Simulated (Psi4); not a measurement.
**CH4OSi (SMILES CO[SiH]): wB97M-V/aug-cc-pVDZ**

What is the energy change on altering one bond length of CH4OSi at wB97M-V/aug-cc-pVDZ? 

Program for the calculation: Psi4 1.11.

2 further runs of the same task are left out: 2 set aside as unsound or not needed. Runs told in other sessions of the task aren't counted.

### 1 The structure to begin with

CH4OSi: 7 atoms, total charge 0, spin state singlet. SMILES: `CO[SiH]`. Geometry: relaxed at PBE0-D4/def2-TZVP. This is one conformer, not always the lowest.

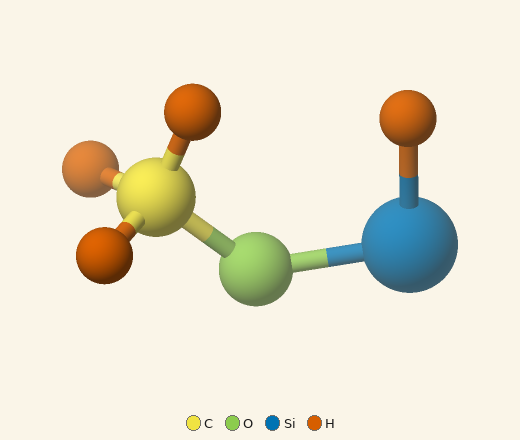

Viewed from a chosen angle; carbon yellow, oxygen green, silicon blue, hydrogen orange.

### 2 The energy at wB97M-V/aug-cc-pVDZ

calc.py reads:

```python
import psi4

psi4.set_memory(2200000000)
psi4.set_num_threads(1)
psi4.core.set_output_file('psi4.out', False)

mol = psi4.geometry("""
0 1
C     -0.512400     0.485500    -0.338500
O     -0.443200    -0.446500     0.717600
Si     0.796900    -1.387300     1.229900
H     -1.296400     0.180800    -1.035500
H      0.443800     0.547500    -0.868700
H     -0.769300     1.467500     0.065400
H      1.841700    -0.915600     0.184100
symmetry c1
""")

psi4.set_options({
    'basis': 'aug-cc-pVDZ',
    'puream': True,
    'e_convergence': 1e-09,
    'd_convergence': 1e-08,
    'scf_type': 'pk',
    'dft_radial_points': 99,
    'dft_spherical_points': 590,
})

E = psi4.energy('wb97m-v', molecule=mol)
print('E =', round(E, 9))
for k, v in sorted(psi4.core.scalar_variables().items()):
    print(f'{k:45s} {v:18.10f}')
```

Command:

```
python calc.py
```

psi4.out (excerpt; [...] marks lines left out):

```text
[...]
  Running in c1 symmetry.
[...]
  Nuclear repulsion =  101.069904478392957
[...]
  Multiplicity = 1
[...]
  Nalpha       = 16
  Nbeta        = 16
[...]
    Number of basis functions: 109
[...]
   @RKS iter   1:  -404.98946695816977   -5.77367e-01   5.23240e-03 ADIIS/DIIS
[...]
   @RKS iter  11:  -405.14338410574328   -7.44649e-12   4.13382e-09 DIIS
[...]
    Orbital Energies [Eh]
    ---------------------
    Doubly Occupied:
       1A    -66.449960     2A    -19.375247     3A    -10.411372
       4A     -5.468868     5A     -3.785748     6A     -3.782595
       7A     -3.777755     8A     -1.162949     9A     -0.821239
      10A     -0.645810    11A     -0.572347    12A     -0.570084
      13A     -0.505223    14A     -0.423165    15A     -0.421343
      16A     -0.318124
[...]
  @RKS Final Energy:  -405.14338410574328
   => Energetics <=
    Nuclear Repulsion Energy =            101.0699044783929565
    One-Electron Energy =                -758.6534606423820151
    Two-Electron Energy =                 279.1944938264817324
    DFT Exchange-Correlation Energy =     -26.8849122089932315
    Empirical Dispersion Energy =           0.0000000000000000
    VV10 Nonlocal Energy =                  0.1305904407573400
    Total Energy =                       -405.1433841057432801
[...]
 Multipole Moments:
 ------------------------------------------------------------------------------------
     Multipole            Electronic (a.u.)      Nuclear  (a.u.)        Total (a.u.)
 ------------------------------------------------------------------------------------
 L = 1.  Multiply by 2.5417464519 to convert [e a0] to [Debye]
 Dipole X            :          0.3537772           -0.3626770           -0.0088998
 Dipole Y            :         -3.2113105            3.6121422            0.4008317
 Dipole Z            :          3.5843690           -4.0483827           -0.4640137
 Magnitude           :                                                    0.6132324
[...]
```

Standard output:

```text
E = -405.143384106
CURRENT ENERGY                                   -405.1433841057
CURRENT REFERENCE ENERGY                         -405.1433841057
DD SOLVATION ENERGY                                 0.0000000000
DFT FUNCTIONAL TOTAL ENERGY                      -405.1433841057
DFT TOTAL ENERGY                                 -405.1433841057
DFT VV10 ENERGY                                     0.1305904408
DFT XC ENERGY                                     -26.8849122090
GRID ELECTRONS ALPHA                               16.0000004700
GRID ELECTRONS BETA                                16.0000004700
GRID ELECTRONS TOTAL                               32.0000009401
NUCLEAR REPULSION ENERGY                          101.0699044784
ONE-ELECTRON ENERGY                              -758.6534606424
PCM POLARIZATION ENERGY                             0.0000000000
PE ENERGY                                           0.0000000000
SCF ITERATION ENERGY                             -405.1433841057
SCF ITERATIONS                                     11.0000000000
SCF TOTAL ENERGY                                 -405.1433841057
TWO-ELECTRON ENERGY                               279.1944938265
XC GRID RADIAL POINTS                              99.0000000000
XC GRID SPHERICAL POINTS                          590.0000000000
XC GRID TOTAL POINTS                           392537.0000000000
```

Wall time 1.7 min (1 thread of Intel Xeon 6975P-C (Granite Rapids), shared host); peak memory 1.2 GiB.

### 3 The distorted shape

input.in reads:

```
memory 2.2 GB

molecule {
  0 1
  C     -0.990525     0.454498    -0.073386
  O     -0.921325    -0.477502     0.982714
  Si     0.318775    -1.418302     1.495014
  H     -1.774525     0.149798    -0.770386
  H      0.443800     0.547500    -0.868700
  H     -1.247425     1.436498     0.330514
  H      1.363575    -0.946602     0.449214
  symmetry c1
}

set globals {
  reference rks
  puream true
  e_convergence 1e-09
  d_convergence 1e-08
  scf_type pk
  dft_radial_points 99
  dft_spherical_points 590
}

e_tot = energy('wb97m-v/aug-cc-pVDZ')
print_variables()
```

Command:

```
psi4 -i input.in -o input.out -n 1
```

input.out (excerpt; [...] marks lines left out):

```text
[...]
  Running in c1 symmetry.
[...]
  Nuclear repulsion =   99.458630554430599
[...]
  Multiplicity = 1
[...]
  Nalpha       = 16
  Nbeta        = 16
[...]
    Number of basis functions: 109
[...]
   @RKS iter   1:  -404.90190664448193   -6.76245e-01   5.30017e-03 ADIIS/DIIS
[...]
   @RKS iter  11:  -405.07118570395369   -2.58638e-11   8.48047e-09 DIIS
[...]
    Orbital Energies [Eh]
    ---------------------
    Doubly Occupied:
       1A    -66.454531     2A    -19.389308     3A    -10.449972
       4A     -5.473464     5A     -3.790370     6A     -3.787313
       7A     -3.782168     8A     -1.172495     9A     -0.811342
      10A     -0.632962    11A     -0.577767    12A     -0.570471
      13A     -0.477737    14A     -0.431672    15A     -0.392130
      16A     -0.319894
[...]
  @RKS Final Energy:  -405.07118570395369
   => Energetics <=
    Nuclear Repulsion Energy =             99.4586305544305986
    One-Electron Energy =                -755.3045226172563389
    Two-Electron Energy =                 277.4238050206695334
    DFT Exchange-Correlation Energy =     -26.7794344313443240
    Empirical Dispersion Energy =           0.0000000000000000
    VV10 Nonlocal Energy =                  0.1303357695468771
    Total Energy =                       -405.0711857039536881
[...]
 Multipole Moments:
 ------------------------------------------------------------------------------------
     Multipole            Electronic (a.u.)      Nuclear  (a.u.)        Total (a.u.)
 ------------------------------------------------------------------------------------
 L = 1.  Multiply by 2.5417464519 to convert [e a0] to [Debye]
 Dipole X            :         -0.1740771            0.0552228           -0.1188543
 Dipole Y            :         -3.3385867            3.6392391            0.3006524
 Dipole Z            :          3.9862516           -4.2801027           -0.2938511
 Magnitude           :                                                    0.4368829
[...]
```

It took 100 s on 1 thread of Intel Xeon 6975P-C (Granite Rapids), shared host; peak memory 1.1 GiB.

### 4 Results

At wB97M-V/aug-cc-pVDZ:

| quantity | value |
| --- | --- |
| first shape: total energy | -405.14338 Eh |
| first shape: dipole moment | 1.56 D |
| first shape: HOMO energy | -8.66 eV |
| first shape: LUMO energy | -0.24 eV |
| first shape: HOMO–LUMO gap | 8.42 eV |
| distorted shape: total energy | -405.07119 Eh |
| distorted shape: dipole moment | 1.11 D |
| distorted shape: HOMO energy | -8.70 eV |
| distorted shape: LUMO energy | -0.31 eV |
| distorted shape: HOMO–LUMO gap | 8.39 eV |
| energy change with the C1–H5 bond stretched from 1.095 to 1.643 Å | 1.965 eV |

What this shows: With the C1–H5 bond stretched from 1.095 to 1.643 Å the energy rises by 1.96 eV (45 kcal/mol). The first shape isn't relaxed at this level, so the change isn't measured from a minimum.
